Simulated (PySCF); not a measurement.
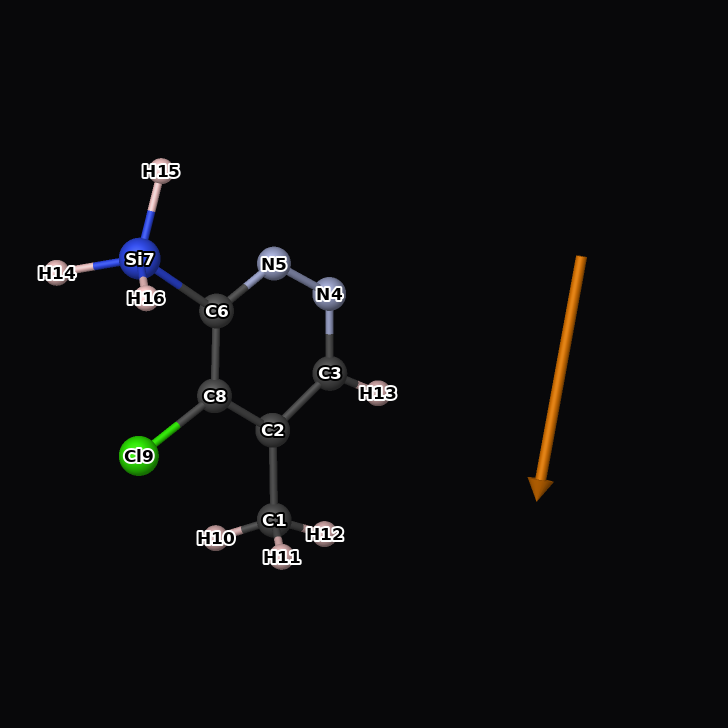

The arrow beside the molecule shows the direction of the dipole moment, from the negative to the positive end (its length means nothing). The geometry was computed by an optimisation with GFN2-xTB. No frequency run is at hand to confirm it as a minimum. Level of theory: CAM-B3LYP/def2-SVPD, gas phase (PySCF 2.14.0).

How large is the dipole moment?

Answer. 3.63 D; it points from the side of H15 to the side of H10, H11 (the outermost atoms at the two ends).

The geometry is semi-empirical. Around Si such bond lengths and angles can be off by a tenth of an ångström or more and by several degrees, and values that hang on the shape move with them.
